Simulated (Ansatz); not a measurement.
## Geometry relaxation, with input and output: Zr3O5 (part 1 of 2)

Zr3O5, multiplicity 5, computed with UKS PBE0-D4/def2-SVP (Ansatz 0.2.0).

The geometry: PBE0-D4/def2-SVP start. Figures and captions count atoms from 1; the log counts them from 0 in places.

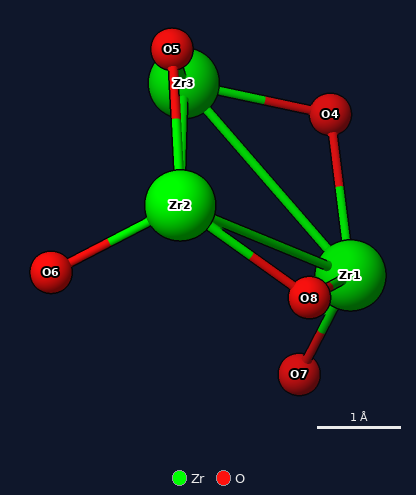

Fig. 1: The starting structure (ball-and-stick view, seen at a tilt; atoms are numbered from 1 in the order of the input). Sticks mark near contacts. Bond lengths as drawn: O–Zr 1.76 to 2.10 Å and Zr–Zr 3.09 to 3.26 Å.

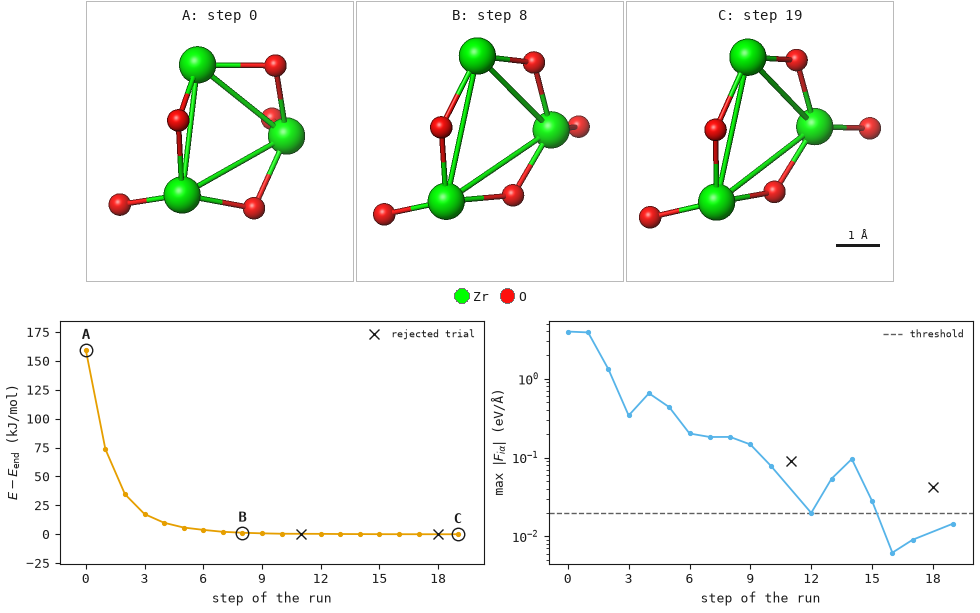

Fig. 2: Frames of the relaxation (ball-and-stick view, seen at a tilt) above the curves, on which the letters mark them (the first geometry is step 0 here and step 1 in the log).

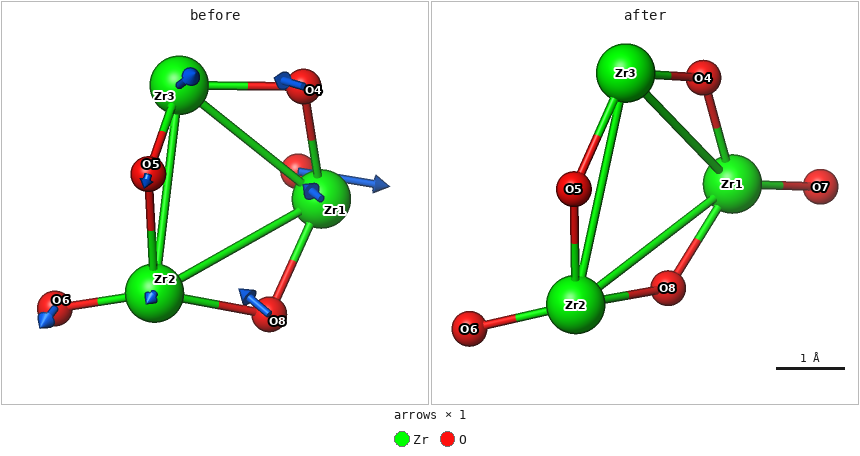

Fig. 3: Before (left) and after (right) the relaxation, at one scale (ball-and-stick view, seen at a tilt). The blue arrows give the displacements, at true length. After 19 geometry steps the energy has fallen by 159.5 kJ/mol. Largest force component: 4 eV/Å at the start, 0.014 eV/Å at the end. The line search rejected the trial steps at points 11, 18 (counted from 0) and went back. O7 moves most after the best rigid fit: 1.40 Å. Largest moves by element: O 1.40 Å, Zr 0.84 Å. Among the contacts that change: Zr2–Zr3 3.095 → 3.542 Å, Zr1–Zr3 3.095 → 3.504 Å, Zr1–Zr2 3.261 → 3.612 Å, Zr1–O7 1.760 → 2.017 Å. Among the angles that change: Zr3–Zr1–O7 102.2° → 151.7°, Zr2–Zr1–O7 115.1° → 148.5°, Zr2–O5–Zr3 102.7° → 129.0°. (Atoms are counted from 1 in the order of the input.)

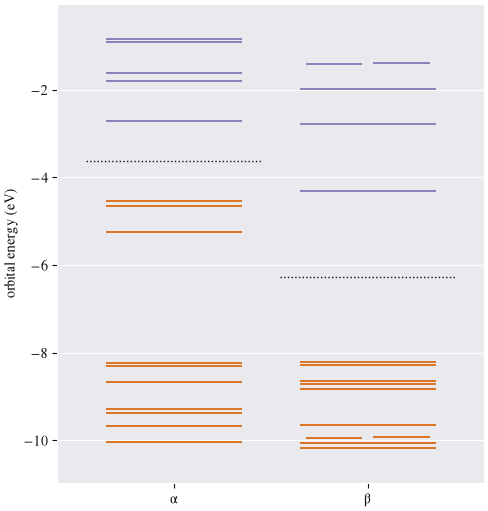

Fig. 4: Orbital energies near the frontier for α and β spins; the dotted line parts filled from empty levels, and levels within 0.02 eV of each other stand side by side. α: highest filled −4.53 eV, lowest empty −2.72 eV, 1.81 eV apart; β: highest filled −8.21 eV, lowest empty −4.31 eV, 3.90 eV apart.

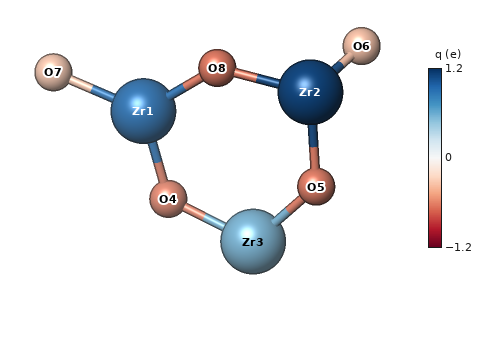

Fig. 5: Mulliken charges, as the colour of each atom (ball-and-stick view, seen at a tilt; atoms are numbered from 1 in the order of the input). By element: Zr +0.58 to +1.10 and O −0.64 to −0.34 e.

The input and output of the run follow.

Input:
```yaml
crystal:
  periodic: [false, false, false]
  atoms:
    - {symbol: Zr, position_ang: [1.587886, -0.447673, -0.654434]}
    - {symbol: Zr, position_ang: [-0.960990, -0.577396, 1.375930]}
    - {symbol: Zr, position_ang: [-0.543796, 1.794124, -0.568020]}
    - {symbol: O, position_ang: [1.302712, 1.632117, -0.697332]}
    - {symbol: O, position_ang: [-1.068808, 1.511416, 1.191807]}
    - {symbol: O, position_ang: [-2.399591, -1.349302, 0.719565]}
    - {symbol: O, position_ang: [1.316056, -1.160239, -2.240176]}
    - {symbol: O, position_ang: [0.766541, -1.403038, 0.872650]}
basis:
  gaussian: {orbitals: def2-SVP}
magnetization: {spin_polarized: true, initial_magnetization: 4}
hamiltonian: {xc: pbe0, dispersion: d4}
scf: {lower_state_search: "off"}
output: {orbitals: {seedname: orbitals}}
relax: {f_tol: 0.02, max_steps: 100}
```

Launched with:
```bash
ansatz run in.yaml --threads 4 --pin off --events-out ev --progress --plain --max-ram 8704MiB
```

The program's output:
```
Functional definition: PBE0
  name "PBE0"
  cite "Adamo & Barone, J. Chem. Phys. 110, 6158 (1999) doi:10.1063/1.478522"
  cite "Perdew, Burke & Ernzerhof, Phys. Rev. Lett. 77, 3865 (1996) doi:10.1103/PhysRevLett.77.3865"
  parent pbe
  parameter a = 0.25
  parameter kappa = 0.804
  parameter beta = 0.06672455060314922
  exchange = (1 - a)*pbe_x(kappa = kappa, mu = beta*pi^2/3) + a*exact_x
  correlation = pbe_c(beta = beta)
these checks for a lower state are left out or cut short: stability, starts, cluster_reference, orbital_swaps, neighbouring_geometries, increment
1753 factors; integrals over basis functions are off by at most 3.2e-4 eV
mean field evaluation 1: about -14034.2577 eV, gradient 8.3e1 eV
mean field evaluation 2: about -13765.3432 eV, gradient 2.5e2 eV
mean field evaluation 4: about -14054.9361 eV, gradient 4.0e1 eV
mean field evaluation 8: about -14061.5555 eV, gradient 1.9e0 eV
mean field evaluation 16: about -14061.7022 eV, gradient 1.1e-1 eV
mean field evaluation 32: about -14061.7304 eV, gradient 2.8e-3 eV
mean field -14061.73043286 eV, -516.7590620244 hartree, gradient 2.7e-6 eV, S^2 6.020300; 0 other end points of the search recorded, 0 dependent functions left out
the calculation of the forces begins
reference -14061.73047855 eV, -516.7590637033 hartree; 40, 36 occupied and 123, 127 virtual orbitals, 1753 factors
relax step   1: F+E_penalty+E_count = -14062.06425501 eV  Δ(F+E_penalty+E_count) = +0.000e0 eV  max|allowed force component| = 3.975e0 eV/Å  Δτ_max = 0.0000 Å  (101 SCF iters, accepted)
these checks for a lower state are left out or cut short: stability, starts, cluster_reference, orbital_swaps, neighbouring_geometries, increment
1753 factors; integrals over basis functions are off by at most 3.8e-4 eV
mean field -14062.62604472 eV, -516.7919751532 hartree, gradient 7.6e-6 eV, S^2 6.009608; 0 other end points of the search recorded, 0 dependent functions left out
[... from here on the field's lines of each further geometry are left out, up to the last ...]
relax step   2: F+E_penalty+E_count = -14062.95444461 eV  Δ(F+E_penalty+E_count) = -8.902e-1 eV  max|allowed force component| = 3.876e0 eV/Å  Δτ_max = 0.1948 Å  (68 SCF iters, accepted)
relax step   3: F+E_penalty+E_count = -14063.35865321 eV  Δ(F+E_penalty+E_count) = -4.042e-1 eV  max|allowed force component| = 1.325e0 eV/Å  Δτ_max = 0.1952 Å  (66 SCF iters, accepted)
relax step   4: F+E_penalty+E_count = -14063.53669973 eV  Δ(F+E_penalty+E_count) = -1.780e-1 eV  max|allowed force component| = 3.416e-1 eV/Å  Δτ_max = 0.0951 Å  (54 SCF iters, accepted)
relax step   5: F+E_penalty+E_count = -14063.61470565 eV  Δ(F+E_penalty+E_count) = -7.801e-2 eV  max|allowed force component| = 6.539e-1 eV/Å  Δτ_max = 0.2000 Å  (61 SCF iters, accepted)
relax step   6: F+E_penalty+E_count = -14063.65741072 eV  Δ(F+E_penalty+E_count) = -4.271e-2 eV  max|allowed force component| = 4.362e-1 eV/Å  Δτ_max = 0.1217 Å  (54 SCF iters, accepted)
relax step   7: F+E_penalty+E_count = -14063.67835249 eV  Δ(F+E_penalty+E_count) = -2.094e-2 eV  max|allowed force component| = 2.019e-1 eV/Å  Δτ_max = 0.0958 Å  (54 SCF iters, accepted)
relax step   8: F+E_penalty+E_count = -14063.69570146 eV  Δ(F+E_penalty+E_count) = -1.735e-2 eV  max|allowed force component| = 1.822e-1 eV/Å  Δτ_max = 0.1660 Å  (53 SCF iters, accepted)
relax step   9: F+E_penalty+E_count = -14063.70395404 eV  Δ(F+E_penalty+E_count) = -8.253e-3 eV  max|allowed force component| = 1.826e-1 eV/Å  Δτ_max = 0.1983 Å  (58 SCF iters, accepted)
relax step  10: F+E_penalty+E_count = -14063.70949547 eV  Δ(F+E_penalty+E_count) = -5.541e-3 eV  max|allowed force component| = 1.465e-1 eV/Å  Δτ_max = 0.1022 Å  (53 SCF iters, accepted)
relax step  11: F+E_penalty+E_count = -14063.71303078 eV  Δ(F+E_penalty+E_count) = -3.535e-3 eV  max|allowed force component| = 7.893e-2 eV/Å  Δτ_max = 0.0679 Å  (47 SCF iters, accepted)
relax step  12: F+E_penalty+E_count = -14063.71301254 eV  Δ(F+E_penalty+E_count) = +1.824e-5 eV  max|allowed force component| = 8.983e-2 eV/Å  Δτ_max = 0.0725 Å  (55 SCF iters, rejected (line search))
relax step  13: F+E_penalty+E_count = -14063.71419275 eV  Δ(F+E_penalty+E_count) = -1.162e-3 eV  max|allowed force component| = 1.979e-2 eV/Å  Δτ_max = 0.0356 Å  (42 SCF iters, accepted)
relax step  14: F+E_penalty+E_count = -14063.71559271 eV  Δ(F+E_penalty+E_count) = -1.400e-3 eV  max|allowed force component| = 5.375e-2 eV/Å  Δτ_max = 0.0976 Å  (51 SCF iters, accepted)
relax step  15: F+E_penalty+E_count = -14063.71625875 eV  Δ(F+E_penalty+E_count) = -6.660e-4 eV  max|allowed force component| = 9.573e-2 eV/Å  Δτ_max = 0.0996 Å  (47 SCF iters, accepted)
relax step  16: F+E_penalty+E_count = -14063.71699016 eV  Δ(F+E_penalty+E_count) = -7.314e-4 eV  max|allowed force component| = 2.804e-2 eV/Å  Δτ_max = 0.0079 Å  (47 SCF iters, accepted)
relax step  17: F+E_penalty+E_count = -14063.71723687 eV  Δ(F+E_penalty+E_count) = -2.467e-4 eV  max|allowed force component| = 6.192e-3 eV/Å  Δτ_max = 0.0222 Å  (53 SCF iters, accepted)
relax step  18: F+E_penalty+E_count = -14063.71746063 eV  Δ(F+E_penalty+E_count) = -2.238e-4 eV  max|allowed force component| = 9.032e-3 eV/Å  Δτ_max = 0.0444 Å  (52 SCF iters, accepted)
the calculation of the forces begins
reference -14063.40820179 eV, -516.8207188954 hartree; 40, 36 occupied and 123, 127 virtual orbitals, 1753 factors
relax step  19: F+E_penalty+E_count = -14063.71745444 eV  Δ(F+E_penalty+E_count) = +6.193e-6 eV  max|allowed force component| = 4.230e-2 eV/Å  Δτ_max = 0.0730 Å  (47 SCF iters, rejected (line search))
these checks for a lower state are left out or cut short: stability, starts, cluster_reference, orbital_swaps, neighbouring_geometries, increment
1753 factors; integrals over basis functions are off by at most 4.7e-4 eV
mean field evaluation 224: about -14063.4081 eV, gradient 6.5e-5 eV
mean field -14063.40805345 eV, -516.8207134440 hartree, gradient 3.0e-6 eV, S^2 6.007081; 0 other end points of the search recorded, 0 dependent functions left out
the calculation of the forces begins
reference -14063.40810251 eV, -516.8207152470 hartree; 40, 36 occupied and 123, 127 virtual orbitals, 1753 factors
relax step  20: F+E_penalty+E_count = -14063.71755013 eV  Δ(F+E_penalty+E_count) = -8.950e-5 eV  max|allowed force component| = 1.450e-2 eV/Å  Δτ_max = 0.0356 Å  (52 SCF iters, accepted)
Total energy: -14063.71759919 eV, -516.8320890402 hartree
Atom 0 at     1.304802    -0.502237    -1.095353 Å, force     0.014498    -0.013046    -0.013636 eV/Å
Atom 1 at    -1.094156    -0.613538     1.602198 Å, force    -0.009492    -0.010416     0.003147 eV/Å
Atom 2 at    -0.283420     2.429796    -0.017433 Å, force     0.001695     0.001660    -0.002706 eV/Å
Atom 3 at     0.893129     1.398438    -1.209831 Å, force    -0.003256     0.005149     0.002593 eV/Å
Atom 4 at    -1.098480     1.359984     1.378019 Å, force     0.000530     0.003163    -0.001485 eV/Å
Atom 5 at    -2.659658    -1.295924     1.236472 Å, force     0.008432     0.004290     0.001267 eV/Å
Atom 6 at     2.633822    -1.478969    -2.256677 Å, force    -0.010388     0.008357     0.009998 eV/Å
Atom 7 at     0.303972    -1.297542     0.362594 Å, force    -0.002018     0.000843     0.000823 eV/Å
Dipole moment:     0.290560     0.375885     0.966688 e Å
Checks for a lower state left out: stability, starts, cluster_reference, orbital_swaps, neighbouring_geometries, increment
```

Trajectory as extended XYZ (Å, eV, eV/Å), 20 frames, from step=1 to step=20:
```
8
Properties=species:S:1:pos:R:3:forces:R:3 step=1 energy=-14062.06425
Zr    1.5879   -0.4477   -0.6544    1.4087   2.2084   3.8743
Zr   -0.9610   -0.5774    1.3759   -1.1517   1.3735   1.0459
Zr   -0.5438    1.7941   -0.5680   -1.2454   1.7705  -1.1327
O     1.3027    1.6321   -0.6973    1.1075  -1.6897  -0.2031
O    -1.0688    1.5114    1.1918   -0.4972  -1.3193   1.2780
O    -2.3996   -1.3493    0.7196    0.0597  -0.2011  -0.1630
O     1.3161   -1.1602   -2.2402   -0.5077  -1.9426  -3.9747
O     0.7665   -1.4030    0.8727    0.8260  -0.1996  -0.7246
8
Properties=species:S:1:pos:R:3:forces:R:3 step=2 energy=-14062.95444
Zr    1.6873   -0.4727   -0.6511   -0.0927   2.0957   3.8763
Zr   -0.9993   -0.5571    1.4582   -0.4539   0.1694  -0.5541
Zr   -0.5838    1.9838   -0.5494    0.0821   0.4050   0.2492
O     1.2746    1.5308   -0.7196    0.4282  -1.2945  -0.3647
O    -1.1150    1.4738    1.2130   -0.3675  -0.8173   0.2713
O    -2.3768   -1.3648    0.7032    0.6411   0.3433   0.3970
O     1.3510   -1.2199   -2.3014   -0.4927  -1.5957  -3.2000
O     0.7618   -1.3739    0.8472    0.2553   0.6940  -0.6752
```
